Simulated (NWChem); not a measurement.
# SiH2SO (SMILES O[Si]S) at TPSSh-D3(0)/DGauss-DZVP

Aim: the vertical singlet–triplet gap of SiH2SO at TPSSh-D3(0)/DGauss-DZVP, from 2 runs. 

Program for the calculation: NWChem 7.3.0.

1 further run of the same task is left out (set aside as unsound or not needed).

### 1 The system as given

SiH2SO: 5 atoms, total charge 0, spin state singlet. SMILES: `O[Si]S`. The coordinates come from a PBE0-D4/def2-TZVP relaxation. This is one conformer, not always the lowest.

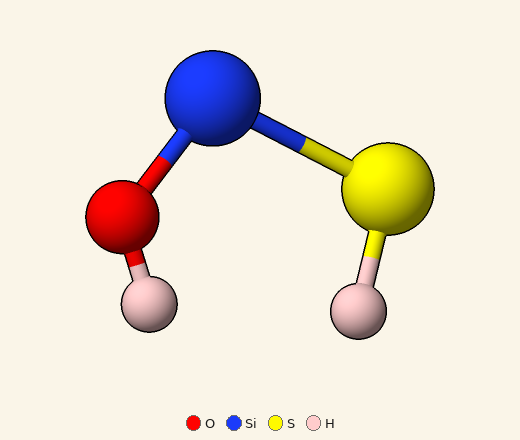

Viewed from a chosen angle; oxygen red, silicon blue, sulfur yellow, hydrogen pink.

### 2 Energy and gradient at TPSSh-D3(0)/DGauss-DZVP

run.xyz reads:

```xyz
5

O     -1.194700    -0.658900    -0.325800
Si    -0.956800     0.951300    -0.079500
S      1.167700     1.118600     0.360300
H     -0.489400    -1.308100    -0.267200
H      1.523000    -0.176500     0.270700
```

run.py reads:

```python
from ase.io import read
from ase.calculators.nwchem import NWChem

mol = read('run.xyz')

calc = NWChem(
    label='run',
    theory='dft',
    memory='2200 mb',
    basis='"dzvp (dft orbital)"',
    basispar='spherical',
    dft={'xc': 'xctpssh', 'mult': '1', 'disp': 'vdw 3', 'grid': 'fine', 'convergence': 'energy 1e-06'},
)
mol.calc = calc

forces = mol.get_forces()
e = mol.get_potential_energy()
print(f"E = {e:.6f} eV")
print("forces (eV/A):")
for s, f in zip(mol.symbols, forces):
    print(f"{s:2s} {f[0]:10.5f} {f[1]:10.5f} {f[2]:10.5f}")
print("dipole (e A):", mol.get_dipole_moment().round(4))
```

The run is started by

```sh
export ASE_NWCHEM_COMMAND="nwchem PREFIX.nwi > PREFIX.nwo"
python run.py
```

What it wrote:

```text
E = -20791.970624 eV
forces (eV/A):
O    -0.41595   -0.34936   -0.12511
Si   -0.33625    0.92652    0.04818
S     0.24976    0.07430    0.05867
H     0.38808   -0.53633    0.01008
H     0.11436   -0.11519    0.00818
dipole (e A): [ 0.1731 -0.4494 -0.0214]
```

The calculator wrote run.nwi:

```
title "run"

permanent_dir run

scratch_dir run

start run

geometry units angstrom nocenter noautosym noautoz
  O  -1.1947000000000001e+00 -6.5890000000000004e-01 -3.2579999999999998e-01
  Si -9.5679999999999998e-01 9.5130000000000003e-01 -7.9500000000000001e-02
  S  1.1677000000000000e+00 1.1186000000000000e+00 3.6030000000000001e-01
  H  -4.8940000000000000e-01 -1.3081000000000000e+00 -2.6719999999999999e-01
  H  1.5229999999999999e+00 -1.7649999999999999e-01 2.7070000000000000e-01
end

memory 2200 mb

basis spherical noprint
   * library "dzvp (dft orbital)"
end

dft
  xc xctpssh
  mult 1
  disp vdw 3
  grid fine
  convergence energy 1e-06
end

task dft gradient
```

run.nwo:

```text
Northwest Computational Chemistry Package (NWChem) 7.3.0
             --------------------------------------------------------

           Job information
           ---------------

    nwchem branch   = 7.3.0
    use scalapack   = T
    input           = run.nwi
    prefix          = run.
    data base       = run/run.db
    status          = startup
    nproc           =        1

           Memory information
           ------------------

    heap     =     72089598 doubles =      550.0 Mbytes
    stack    =     72089595 doubles =      550.0 Mbytes
    global   =    144179200 doubles =     1100.0 Mbytes (distinct from heap & stack)
    total    =    288358393 doubles =     2200.0 Mbytes
    verify   = yes
    hardfail = no

           Directory information
           ---------------------

  0 permanent = run
  0 scratch   = run

[... 32 lines left out ...]
            Nuclear Dipole moment (a.u.)
[... 72 lines left out ...]
          Convergence on gradient requested:  5.00D-04
[... 25 lines left out ...]
          Convergence aids based upon iterative change in
[... 38 lines left out ...]
 1-e energy   =   -1320.004422
[... 30 lines left out ...]
         Total DFT energy =     -764.090833357084
[... 2 lines left out ...]
    Exchange-Corr. energy =      -55.826618693011
[... 421 lines left out ...]
          Convergence on energy requested:  1.00D-06
[... 23 lines left out ...]
          Spatial weights used:  Erf1
[... 4 lines left out ...]
          total energy or number of iterations.
[... 21 lines left out ...]
                                        run

  charge          =   0.00
  wavefunction    = closed shell

                         DFT ENERGY GRADIENTS

    atom               coordinates                        gradient
                 x          y          z           x          y          z
   1 O      -2.257656  -1.245140  -0.615673    0.008089   0.006794   0.002433
   2 Si     -1.808090   1.797696  -0.150233    0.006539  -0.018018  -0.000937
   3 S       2.206633   2.113847   0.680868   -0.004857  -0.001445  -0.001141
   4 H      -0.924832  -2.471951  -0.504935   -0.007547   0.010430  -0.000196
   5 H       2.878053  -0.333537   0.511549   -0.002224   0.002240  -0.000159

                 ----------------------------------------
                 |  Time  |  1-e(secs)   |  2-e(secs)   |
                 ----------------------------------------
                 |  CPU   |       0.00   |       1.93   |
                 ----------------------------------------
                 |  WALL  |       0.00   |       1.93   |
                 ----------------------------------------

 Task  times  cpu:        8.8s     wall:        8.8s
 Total times  cpu:        8.8s     wall:        8.8s
```

It took 9.9 s on 1 thread of INTEL XEON PLATINUM 8581C at 2.30GHz (Emerald Rapids), shared host; peak memory 0.12 GiB.

### 3 The triplet, same level

nw.nw reads:

```
start nw
title "H2OSSi gradient"
memory 2200 mb

geometry noautosym nocenter noautoz
  O    -1.194700   -0.658900   -0.325800
  Si   -0.956800    0.951300   -0.079500
  S     1.167700    1.118600    0.360300
  H    -0.489400   -1.308100   -0.267200
  H     1.523000   -0.176500    0.270700
end

basis "ao basis" spherical
  * library "dzvp (dft orbital)"
end

dft
  xc xctpssh
  mult 3
  disp vdw 3
  grid fine
  convergence energy 1e-06
  iterations 150
end

task dft gradient
```

The run is started by

```sh
nwchem nw.nw > nw.out
```

What it wrote:

```text
[...]
          Wavefunction type:  spin polarized.
          No. of atoms     :     5
          No. of electrons :    40
[...]
          Charge           :     0
          Spin multiplicity:     3
[...]
          AO basis - number of functions:    54
[...]
              XC Information
              --------------
                  TPSS hybrid Method XC Functional
                     Hartree-Fock (Exact) Exchange  0.100
                  TPSS metaGGA Exchange Functional  0.900
             TPSS03 metaGGA Correlation Functional  1.000
[...]
 d= 0,ls=0.0,diis     1   -763.9062309402 -8.98D+02  1.47D-02  1.50D-01     1.3
[...]
 d= 0,ls=0.0,diis     9   -763.9893927737 -1.37D-07  4.65D-06  3.93D-08     9.2
[...]
         Total DFT energy =     -763.989392773726
      One electron energy =    -1321.937107598611
           Coulomb energy =      479.873740204971
    Exchange-Corr. energy =      -55.856403555044
 Nuclear repulsion energy =      133.931591473845
    Dispersion correction =       -0.001213298886
[...]
      <S2> =      2.0027 (Exact =     2.0000)
[...]
  wavefunction    = open shell
                         DFT ENERGY GRADIENTS
    atom               coordinates                        gradient
                 x          y          z           x          y          z
   1 O      -2.257656  -1.245140  -0.615673    0.022855   0.013975   0.006236
   2 Si     -1.808090   1.797696  -0.150233   -0.008629  -0.001491  -0.001894
   3 S       2.206633   2.113847   0.680868   -0.015766  -0.018407  -0.005376
   4 H      -0.924832  -2.471951  -0.504935   -0.004891   0.003921  -0.000471
   5 H       2.878053  -0.333537   0.511549    0.006431   0.002002   0.001506
[...]
```

Wall time 14 s (1 thread of INTEL XEON PLATINUM 8581C at 2.30GHz (Emerald Rapids), shared host); peak memory 0.12 GiB.

### 4 Outcome

At TPSSh-D3(0)/DGauss-DZVP:

| quantity | value |
| --- | --- |
| singlet: total energy | -764.09083 Eh |
| singlet: dipole moment | 2.32 D |
| singlet: HOMO energy | -6.65 eV |
| singlet: LUMO energy | -2.23 eV |
| singlet: HOMO–LUMO gap | 4.41 eV |
| singlet: dispersion energy | -3.19 kJ/mol |
| singlet: largest force on an atom | 0.987 eV/Å |
| triplet: total energy | -763.98939 Eh |
| triplet: dipole moment | 1.22 D |
| triplet: HOMO energy (highest over α and β) | -3.91 eV |
| triplet: dispersion energy | -3.19 kJ/mol |
| triplet: ⟨S²⟩ | 2.003 |
| triplet: largest force on an atom | 1.414 eV/Å |
| vertical energy of the triplet above the singlet | 2.760 eV |

**Reading.** At this shape the triplet lies 2.76 eV (64 kcal/mol) above the singlet. The largest force (singlet) is 0.99 eV/Å: the shape isn't a stationary point for this species at this level.
